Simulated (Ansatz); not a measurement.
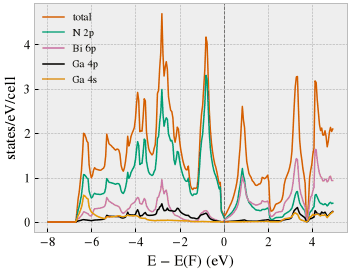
*Total and projected density of states of GaBiN₂ in space group P3m1 (No. 156; Bi on 1b, N on 1b, Ga on 1c, N on 1c), PBE (plane waves, PAW; program Ansatz)*

Task: Which orbitals carry the states next to the Fermi level?

Result: Within 0.5 eV of the Fermi level: N 2p 74 %, Bi 6p 12 %. Projections are on Löwdin-orthogonalised atomic valence shells; empty p or d shells of many metals are not among them.

Task: Where is the tallest occupied peak in this window, and what makes it?

Result: Near -2.8 eV, about 4.7 states/eV per cell; the largest projected share is N 2p.

The start of the workflow was typed in or built on a structure type; neither database checked (COD, Materials Project) lists it. Whether it is the stable phase at ambient conditions was not checked. Symmetry was held in the PBE relaxation; whether a distortion lowers the energy is not shown. The volume moved by 29 % from the start of the relaxation. Its formation energy is positive at this level, so the cell may be metastable or incomplete. A small band overlap can be real or an error of a semilocal functional. Scalar-relativistic: spin–orbit coupling is off unless named, which matters more the heavier the elements.

Potentials: the earlier of the program's two PAW sets.
